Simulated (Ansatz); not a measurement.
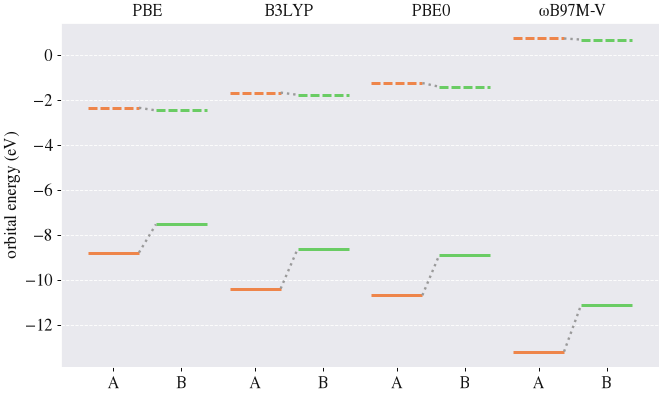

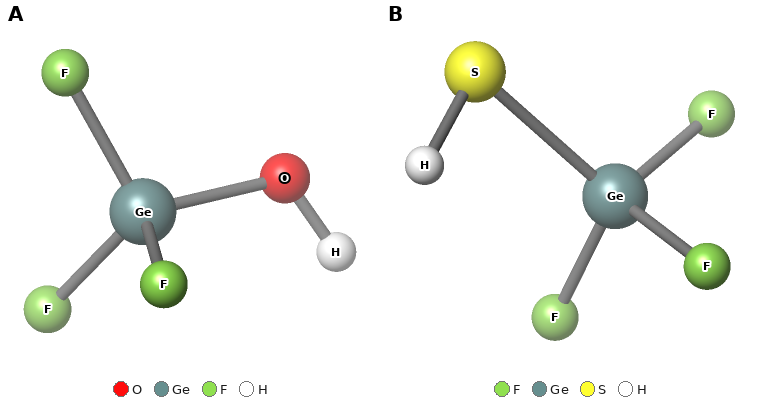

One change: A, GeHOF₃ (SMILES [OH][Ge]([F])([F])[F]), becomes B, GeHSF₃ (SMILES [F][Ge]([F])([F])[SH]). OH on Ge is replaced by SH. HOMO (solid) and LUMO (dashed) computed in def2-TZVPP at PBE0-D4/def2-TZVP geometries, both minima by their frequencies, gas phase, the Ansatz code. Empty levels above zero depend strongly on the basis.

**What does the change do to HOMO and LUMO?**

PBE: the HOMO rises by 1.26 eV, the LUMO falls by 0.12 eV, and the separation goes from 6.45 to 5.07 eV. B3LYP: the HOMO rises by 1.77 eV, the LUMO falls by 0.10 eV, and the separation goes from 8.72 to 6.85 eV. PBE0: the HOMO rises by 1.80 eV, the LUMO falls by 0.16 eV, and the separation goes from 9.45 to 7.48 eV. ωB97M-V: the HOMO rises by 2.08 eV, the LUMO falls by 0.05 eV, and the separation goes from 13.94 to 11.81 eV.

**Do the functionals agree on the effect?**

They agree on the direction for both levels; the HOMO shift lies between 1.26 and 2.08 eV and the LUMO shift between −0.16 and −0.05 eV, while the separations themselves differ by up to 7.5 eV between functionals.
